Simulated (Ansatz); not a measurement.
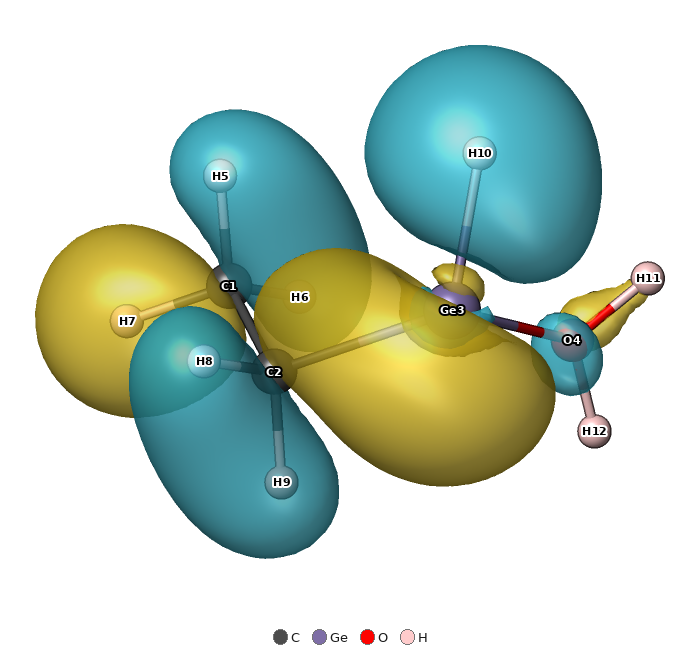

The picture shows: C₂H₈GeO (charge +1, doublet). The HOMO−1 (α) at ±0.08 Å⁻³ᐟ² (yellow and cyan are the two phases), seen from one side.

Geometry: PBE0-D3(BJ)/def2-SVP.

The calculation used isolated molecule in a Gaussian basis; Kohn-Sham density functional theory, functional PBE0 (Ansatz 0.2.0).

Input

```
crystal:
  periodic: [false, false, false]
  atoms:
    - {symbol: C, position_ang: [0.212525, -0.078382, -2.034594]}
    - {symbol: C, position_ang: [0.407204, -1.360907, -1.236690]}
    - {symbol: Ge, position_ang: [-0.873407, -1.498154, 0.239199]}
    - {symbol: O, position_ang: [-0.379201, 0.187952, 1.289077]}
    - {symbol: H, position_ang: [-0.797627, 0.000849, -2.462871]}
    - {symbol: H, position_ang: [0.407494, 0.822416, -1.435294]}
    - {symbol: H, position_ang: [0.923196, -0.072372, -2.877000]}
    - {symbol: H, position_ang: [0.216792, -2.267998, -1.836954]}
    - {symbol: H, position_ang: [1.421454, -1.469405, -0.821403]}
    - {symbol: H, position_ang: [-2.314765, -0.992412, -0.031729]}
    - {symbol: H, position_ang: [-1.051156, 0.716592, 1.749971]}
    - {symbol: H, position_ang: [0.463572, 0.275189, 1.763138]}
basis:
  gaussian:
    orbitals: def2-TZVPD
total_charge: 1
magnetization:
  spin_polarized: true
  initial_magnetization: 1
hamiltonian:
  xc: {name: PBE0}
output: {forces: true, orbitals: {seedname: orbitals}}
```

Launched as:

```sh
ansatz run input.yaml --threads 2 --pin off --max-ram 4350MiB --events-out events.jsonl --progress --plain --runs-dir runs
```

### Describe this orbital and give its energy.

Its weight (Hirshfeld) is mainly on Ge3 (about 30 %), C2 (about 20 %), H10 (about 15 %), C1 (about 15 %) and H7 (about 10 %). Its energy is −13.89 eV.
